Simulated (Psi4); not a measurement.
# A workflow on BH2S2Cl (SMILES SB(S)Cl)

Wanted: a series of 9 runs (PBE0-D4/def2-TZVP, PBE-D4/def2-TZVPP, r2SCAN-D4/def2-TZVPP, B3LYP-D4/def2-TZVPP, PBE0-D4/def2-TZVPP, wB97M-V/def2-TZVPP, CCSD(T)/def2-TZVPP, MP2/def2-QZVPP) of BH2S2Cl. 

The results are computed with Psi4 1.11.

### Step 1. The system as given

The species is BH2S2Cl (6 atoms), meant as a singlet with charge 0. SMILES: `SB(S)Cl`. The run starts from this shape.

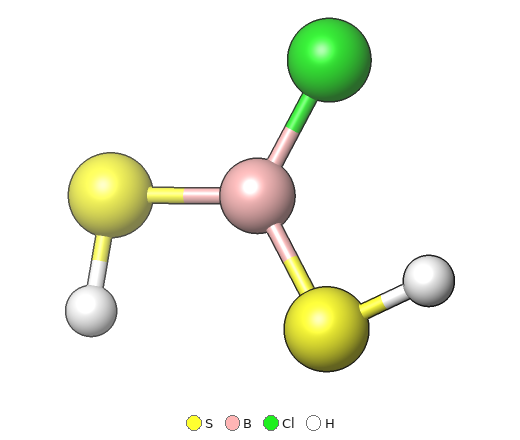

The structure, seen from a chosen angle (sulfur yellow, boron pink, chlorine green, hydrogen white).

### Step 2. A geometry optimisation at PBE0-D4/def2-TZVP (density fitting) (run 2)

The input, input.in:

```
memory 3300 MB

molecule geom {
  S     -0.066890     1.306490    -0.689420
  B     -0.150450    -0.328720     0.046910
  S      1.066820    -0.875810     1.247280
  Cl    -1.419300    -1.468750    -0.368110
  H     -1.156410     1.184040    -1.464710
  H      1.801810     0.249640     1.259850
  symmetry c1
}

set {
  basis def2-TZVP
  reference rks
  scf_type df
  geom_maxiter 50
  max_force_g_convergence 0.0002
}

E, wfn = opt("pbe0-d4", return_wfn=True)
print_variables()
```

On the command line:

```
$ psi4 input.in input.out -n 2
```

input.out:

```text
[...]
  Running in c1 symmetry.
[...]
  Nuclear repulsion =  235.383448835977646
[...]
  Multiplicity = 1
[...]
  Nalpha       = 28
  Nbeta        = 28
[...]
    Number of basis functions: 154
[...]
   @DF-RKS iter   1: -1282.19506772056207   -2.24331e-02   4.05424e-03 ADIIS/DIIS
[...]
   @DF-RKS iter  12: -1282.32873939566798   -9.09495e-13   3.17324e-09 DIIS
[...]
  @DF-RKS Final Energy: -1282.32873939566798
   => Energetics <=
    Nuclear Repulsion Energy =            235.3834488359776458
    One-Electron Energy =               -2239.0363208912508526
    Two-Electron Energy =                 784.8036378654064720
    DFT Exchange-Correlation Energy =     -63.4736230004132125
    Empirical Dispersion Energy =          -0.0058822053879848
    VV10 Nonlocal Energy =                  0.0000000000000000
    Total Energy =                      -1282.3287393956679807
[...]
 Multipole Moments:
 ------------------------------------------------------------------------------------
     Multipole            Electronic (a.u.)      Nuclear  (a.u.)        Total (a.u.)
 ------------------------------------------------------------------------------------
 L = 1.  Multiply by 2.5417464519 to convert [e a0] to [Debye]
 Dipole X            :         -1.9941336            2.0839587            0.0898251
 Dipole Y            :         -2.6226180            3.0342515            0.4116335
 Dipole Z            :         -0.2447436            0.1121534           -0.1325902
 Magnitude           :                                                    0.4416909
[...]
  -Total Gradient:
     Atom            X                  Y                   Z
    ------   -----------------  -----------------  -----------------
       1       -0.000062272140    -0.000076748820    -0.000020819357
       2        0.000008412065    -0.000031952389     0.000060513244
       3        0.000025990019     0.000025485593    -0.000003695365
       4       -0.000016773366     0.000035264245    -0.000043217618
       5       -0.000012603240     0.000033086620    -0.000027547037
       6        0.000063273428    -0.000004126884     0.000048588256
[...]
```

The script printed:

```text
Optimizer: Optimization complete!
```

Wall time 11 s (2 threads of AMD EPYC 7R43 (Zen 3), shared host); peak memory 0.78 GiB.

### Step 3. The harmonic vibrations at PBE0-D4/def2-TZVP (density fitting) (run 3)

The input, bclh2s2.inp:

```
memory 3.3 GB

molecule {
  S     -0.066890     1.306490    -0.689420
  B     -0.150450    -0.328720     0.046910
  S      1.066820    -0.875810     1.247280
  Cl    -1.419300    -1.468750    -0.368110
  H     -1.156410     1.184040    -1.464710
  H      1.801810     0.249640     1.259850
  symmetry c1
}

set basis def2-TZVP
set reference rks
set scf_type df
set rotational_symmetry_number 1

e_tot = frequency("pbe0-d4")
```

On the command line:

```
$ psi4 bclh2s2.inp bclh2s2.out -n 2
```

bclh2s2.out:

```text
[...]
  Running in c1 symmetry.
[...]
  Nuclear repulsion =  235.383448835977646
[...]
  Multiplicity = 1
[...]
  Nalpha       = 28
  Nbeta        = 28
[...]
    Number of basis functions: 154
[...]
   @DF-RKS iter   1: -1282.19506772125987   -2.24331e-02   4.05424e-03 ADIIS/DIIS
[...]
   @DF-RKS iter  11: -1282.32873884769924   -1.04592e-11   9.97941e-09 DIIS
[...]
  @DF-RKS Final Energy: -1282.32873884769924
   => Energetics <=
    Nuclear Repulsion Energy =            235.3927596049051942
    One-Electron Energy =               -2239.0546235827209784
    Two-Electron Energy =                 784.8129099772884274
    DFT Exchange-Correlation Energy =     -63.4739023809540157
    Empirical Dispersion Energy =          -0.0058824662177849
    VV10 Nonlocal Energy =                  0.0000000000000000
    Total Energy =                      -1282.3287388476992419
[...]
  -Total Gradient:
     Atom            X                  Y                   Z
    ------   -----------------  -----------------  -----------------
       1       -0.000475821337    -0.000107522916    -0.000335185767
       2        0.000004272588     0.000018041172     0.000035221063
       3        0.000018704253    -0.000020021645     0.000045086003
       4        0.000003807958     0.000025501059    -0.000041878202
       5        0.000426157779     0.000059006789     0.000315005133
       6        0.000029164302     0.000006357182    -0.000004576386
[...]
  ==> Harmonic Vibrational Analysis <==
[...]
  Freq [cm^-1]                 212.3299            230.3375            304.4373
[...]
  IR activ [km/mol]             1.5114              2.1605             31.7950
[...]
  Freq [cm^-1]                 403.3203            427.1673            456.2163
[...]
  IR activ [km/mol]             0.0288              0.2303              0.9801
[...]
  Freq [cm^-1]                 774.2919            805.5229            999.0573
[...]
  IR activ [km/mol]            80.6848             48.1892             173.6781
[...]
  Freq [cm^-1]                1027.0686           2703.1680           2714.9362
[...]
  IR activ [km/mol]            140.0152             0.2562              2.0580
[...]
  Total E_0, Enthalpy at 0 [K]                                                        -1282.30354775 [Eh]
[...]
  Total H, Enthalpy at  298.15 [K]                                                    -1282.29721827 [Eh]
[...]
  Total G, Gibbs energy at  298.15 [K]                                                -1282.33333406 [Eh]
[...]
```

On the terminal:

```text
Warning: used thermodynamics relations inappropriate for low-frequency modes: ['212.3299' '230.3375' '304.4373' '403.3203' '427.1673' '456.2163']
```

Run time: 5.7 min. Hardware: 2 threads of AMD EPYC 7R43 (Zen 3), shared host; peak memory 0.92 GiB.

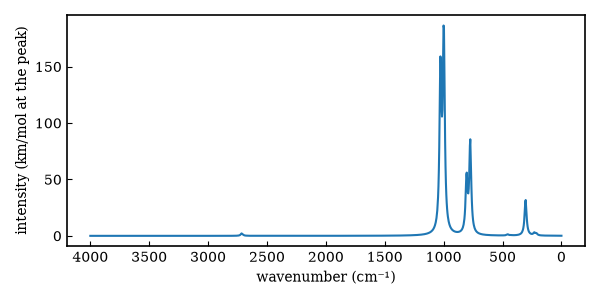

Harmonic infrared spectrum, unscaled, lines broadened by 10 cm⁻¹.

Run 4 isn't shown in full; the table further down has it.

### Step 4. The energy at r2SCAN-D4/def2-TZVPP (density fitting) (run 5)

The input, calc.in:

```
memory 3.3 GB

molecule {
  S
  B 1 1.795293
  S 2 1.794977 1 121.35423
  Cl 2 1.755531 3 116.76403 1 179.97597
  H 1 1.342804 2 96.66019 4 0.00941
  H 3 1.344249 2 96.99975 4 179.98593
  symmetry c1
}

set {
  reference rks
  scf_type df
  dft_radial_points 99
  dft_spherical_points 590
}

result, w = energy('r2scan-d4/def2-TZVPP', return_wfn=True)
print_variables()
```

On the command line:

```
$ psi4 -i calc.in -o calc.out -n 2
```

calc.out:

```text
[...]
  Running in c1 symmetry.
[...]
  Nuclear repulsion =  235.383445777686291
[...]
  Multiplicity = 1
[...]
  Nalpha       = 28
  Nbeta        = 28
[...]
    Number of basis functions: 185
[...]
   @DF-RKS iter   1: -1282.49524759965311    5.53366e-02   3.88657e-03 ADIIS/DIIS
[...]
   @DF-RKS iter   9: -1282.68959011279435   -3.98602e-08   4.24740e-07 DIIS
[...]
    Orbital Energies [Eh]
    ---------------------
    Doubly Occupied:
       1A   -101.196898     2A    -88.553751     3A    -88.553114
       4A     -9.374928     5A     -7.869297     6A     -7.868469
       7A     -7.116530     8A     -7.111663     9A     -7.110317
      10A     -6.719895    11A     -5.814065    12A     -5.813246
      13A     -5.809952    14A     -5.809209    15A     -5.807477
      16A     -5.806584    17A     -0.816678    18A     -0.734932
      19A     -0.708160    20A     -0.481307    21A     -0.436429
      22A     -0.405948    23A     -0.348168    24A     -0.346293
      25A     -0.332041    26A     -0.289895    27A     -0.281941
      28A     -0.252379
[...]
  @DF-RKS Final Energy: -1282.68959011279435
   => Energetics <=
    Nuclear Repulsion Energy =            235.3834457776862905
    One-Electron Energy =               -2239.0226424018933358
    Two-Electron Energy =                 805.3590154307964895
    DFT Exchange-Correlation Energy =     -84.4078823888527552
    Empirical Dispersion Energy =          -0.0015265305310389
    VV10 Nonlocal Energy =                  0.0000000000000000
    Total Energy =                      -1282.6895901127943489
[...]
 Multipole Moments:
 ------------------------------------------------------------------------------------
     Multipole            Electronic (a.u.)      Nuclear  (a.u.)        Total (a.u.)
 ------------------------------------------------------------------------------------
 L = 1.  Multiply by 2.5417464519 to convert [e a0] to [Debye]
 Dipole X            :         -0.0004414            0.0004853            0.0000439
 Dipole Y            :          2.2863245           -2.3747976           -0.0884731
 Dipole Z            :          2.3885633           -2.8146899           -0.4261265
 Magnitude           :                                                    0.4352141
[...]
```

Wall time 49 s (2 threads of AMD EPYC 7R43 (Zen 3), shared host); peak memory 1.9 GiB.

Runs 6 to 9 aren't shown in full; the table further down has their settings and results.

### Step 5. The energy at MP2/def2-QZVPP (density fitting, density fitting for correlation) (run 10)

The input, bclh2s2.inp:

```
memory 3300 mb

molecule {
  S     -0.12640378     2.46890828    -1.30281498
  B     -0.28430930    -0.62119077     0.08864705
  S      2.01599762    -1.65504104     2.35701760
  Cl    -2.68208829    -2.77553525    -0.69562708
  H     -2.18529819     2.23751132    -2.76790075
  H      3.40492743     0.47175123     2.38077146
  units bohr
  symmetry c1
}

set globals {
  basis def2-QZVPP
  reference rhf
  scf_type df
  num_frozen_docc 16
}

E = energy("mp2")
```

On the command line:

```
$ psi4 -i bclh2s2.inp -o bclh2s2.out -n 2
```

bclh2s2.out:

```text
[...]
  Running in c1 symmetry.
[...]
  Nuclear repulsion =  235.383449033405640
[...]
  Multiplicity = 1
[...]
  Nalpha       = 28
  Nbeta        = 28
[...]
    Number of basis functions: 327
[...]
   @DF-RHF iter   1: -1280.52601423835017   -2.61555e-01   1.24951e-03 DIIS/ADIIS
[...]
   @DF-RHF iter  11: -1280.59386686652169   -9.34506e-11   7.17899e-09 DIIS
[...]
    Orbital Energies [Eh]
    ---------------------
    Doubly Occupied:
       1A   -104.844525     2A    -91.973761     3A    -91.972232
       4A    -10.571505     5A     -8.977905     6A     -8.976226
       7A     -8.038375     8A     -8.037278     9A     -8.037119
      10A     -7.711520    11A     -6.659399    12A     -6.658575
      13A     -6.658132    14A     -6.657661    15A     -6.656837
      16A     -6.656354    17A     -1.130632    18A     -1.017140
      19A     -0.979912    20A     -0.675896    21A     -0.608921
      22A     -0.576662    23A     -0.512114    24A     -0.506348
      25A     -0.485727    26A     -0.443243    27A     -0.425726
      28A     -0.384965
[...]
  @DF-RHF Final Energy: -1280.59386686652169
   => Energetics <=
    Nuclear Repulsion Energy =            235.3834490334056397
    One-Electron Energy =               -2238.2852543855074146
    Two-Electron Energy =                 722.3079384855799390
    Total Energy =                      -1280.5938668665216937
[...]
 Multipole Moments:
 ------------------------------------------------------------------------------------
     Multipole            Electronic (a.u.)      Nuclear  (a.u.)        Total (a.u.)
 ------------------------------------------------------------------------------------
 L = 1.  Multiply by 2.5417464519 to convert [e a0] to [Debye]
 Dipole X            :         -1.9999722            2.0839587            0.0839865
 Dipole Y            :         -2.6171853            3.0342515            0.4170662
 Dipole Z            :         -0.2518079            0.1121534           -0.1396546
 Magnitude           :                                                    0.4477738
[...]
```

It took 14 s on 2 threads of AMD EPYC 7R43 (Zen 3), shared host; peak memory 0.94 GiB.

### Step 6. All runs side by side

| run | level | task | geom maxiter | energy (Eh) | dipole moment (D) | HOMO energy (eV) | LUMO energy (eV) | wall time |
| --- | --- | --- | --- | --- | --- | --- | --- | --- |
| 2 | PBE0-D4/def2-TZVP (density fitting) | optimise | 50 | -1282.328739 | 1.12 | -7.76 | -0.99 | 11 s |
| 3 | PBE0-D4/def2-TZVP (density fitting) | frequencies | – | -1282.328739 | 1.12 | – | – | 5.7 min |
| 4 | PBE-D4/def2-TZVPP (density fitting) | energy | – | -1282.223663 | 1.06 | -6.58 | -1.88 | 21 s |
| 5 | r2SCAN-D4/def2-TZVPP (density fitting) | energy | – | -1282.689590 | 1.11 | -6.87 | -1.63 | 49 s |
| 6 | B3LYP-D4/def2-TZVPP (density fitting) | energy | – | -1282.850036 | 1.08 | -7.50 | -1.14 | 18 s |
| 7 | PBE0-D4/def2-TZVPP (density fitting) | properties | – | -1282.329947 | 1.11 | -7.76 | -1.00 | 20 s |
| 8 | wB97M-V/def2-TZVPP (density fitting) | energy | – | -1282.709387 | 1.07 | -9.94 | 1.02 | 47 s |
| 9 | CCSD(T)/def2-TZVPP (density fitting, density fitting for correlation) | energy | – | -1281.285402 | – | -10.46 | 2.72 | 5.7 min |
| 10 | MP2/def2-QZVPP (density fitting, density fitting for correlation) | energy | – | -1281.292977 | – | -10.48 | 2.47 | 14 s |

### Step 7. Results

| quantity | value |
| --- | --- |
| run 10, MP2/def2-QZVPP: total energy | -1281.29298 Eh |
| run 10, MP2/def2-QZVPP: HOMO energy (Hartree–Fock orbitals) | -10.48 eV |
| run 10, MP2/def2-QZVPP: LUMO energy (Hartree–Fock orbitals) | 2.47 eV |
| run 10, MP2/def2-QZVPP: HOMO–LUMO gap (Hartree–Fock orbitals) | 12.94 eV |
| run 10, MP2/def2-QZVPP: correlation energy (16 core orbitals frozen) | -699.1 mEh |

Over runs 2, 3, 4, 5, 6, 7, 8 the dipole moment (its size) runs from 1.06 D (PBE-D4/def2-TZVPP) to 1.12 D (PBE0-D4/def2-TZVP). The two ends differ in method and basis. Over runs 2, 4, 5, 6, 7, 8 the HOMO–LUMO gap runs from 4.70 eV (PBE-D4/def2-TZVPP) to 10.96 eV (wB97M-V/def2-TZVPP). Totals of different functionals can't be ranked against each other. All runs together took 14 min, the longest 5.7 min.
